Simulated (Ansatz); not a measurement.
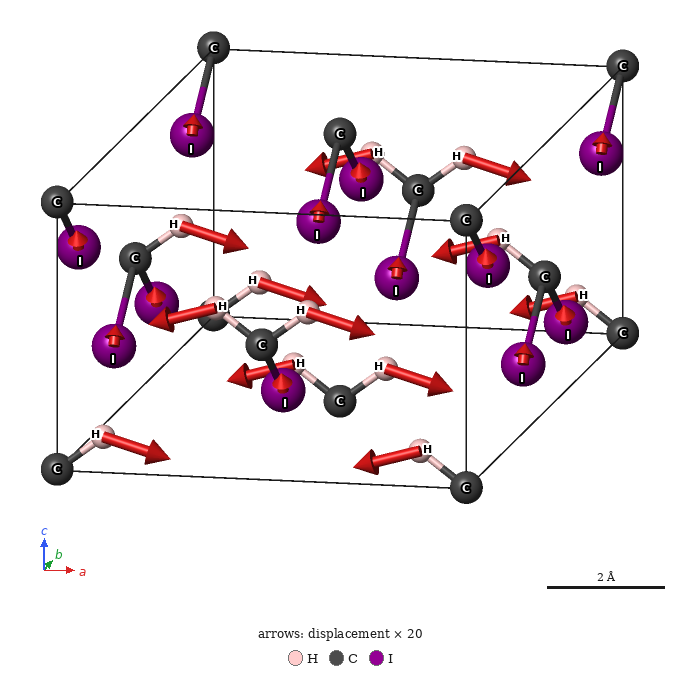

This is a relaxation of crystalline H₂CI₂ (set up in Fmm2) (coarse preliminary run). The starting structure is drawn; red arrows show the displacements (the part carried along by the change of the cell is left out), magnified 20 times.

A ball-and-stick model of the conventional cell (4 times the calculation's cell), seen slightly off an axis. Lengths and directions refer to the drawn axes.

All numbers below come from DFT r2SCAN, scalar-relativistic, plane waves, PAW in Ansatz.

Input file:
```yaml
crystal:
  lattice:
    - [0.0, 6.456, 2.3465]
    - [3.59095, 0.0, 2.3465]
    - [3.59095, 6.456, 0.0]
  atoms:
    - { symbol: H, position: [0.75379, 0.97861, 0.24621] }
    - { symbol: H, position: [0.97861, 0.75379, 0.02139] }
    - { symbol: C, position: [0.99552, 0.99552, 0.00448] }
    - { symbol: I, position: [0.38086, 0.10724, 0.89276] }
    - { symbol: I, position: [0.10724, 0.38086, 0.61914] }
basis:
  ecutwfc: 500
kpoints:
  mp_grid: { grid: [6, 6, 6] }
hamiltonian:
  xc: r2scan
scf:
  occupations: { method: gaussian, width: 0.1 }
output:
  forces: true
  stress: true
  eigenvalues: true
relax:
  adjacent_minimum: "off"
  f_tol: 0.05
  max_steps: 80
  cell: { stress_tol: 0.5 }
```

Run as
```bash
ansatz run input.yaml --threads 1 --pin off --max-ram 2560MiB --backend cpu --events-out ev --progress --plain --runs-dir out
```

### Atoms of which element are displaced furthest, and by how much?

Hydrogen: up to 0.062 Å, against 0.019 Å for iodine.

### What did the optimiser do to the structure, and how much energy did it gain?

Over 4 accepted moves (5 points after the start) the energy falls by 56.3 meV per atom. Largest force component: 2.9 eV/Å at the start, 0.007 eV/Å at the end. Pressure: 4.55 GPa at the start and 0.01 GPa at the end. The SCF was repeated once at an unchanged geometry on a basis and grid sized afresh for the cell, which shifted the energy by 0.4 meV per atom at most. The largest moves relative to the cell, 0.062 Å, are those of H1 and H2. H1 goes along [2 0 −1]. By element the largest moves are H 0.062 Å, I 0.019 Å, C 0.001 Å. Cell: a 7.182 → 7.486 Å (+4.2 %), b 12.912 → 13.159 Å (+1.9 %), c 4.693 → 4.810 Å (+2.5 %). Volume +8.9 %. Some distances before and after: H1–C3 1.010 → 1.085 Å, C3–I4 2.117 → 2.145 Å. Bond angles that change, for instance: H1–C3–H2 106.1° → 112.3°. The space group stays Fmm2 (No. 42).
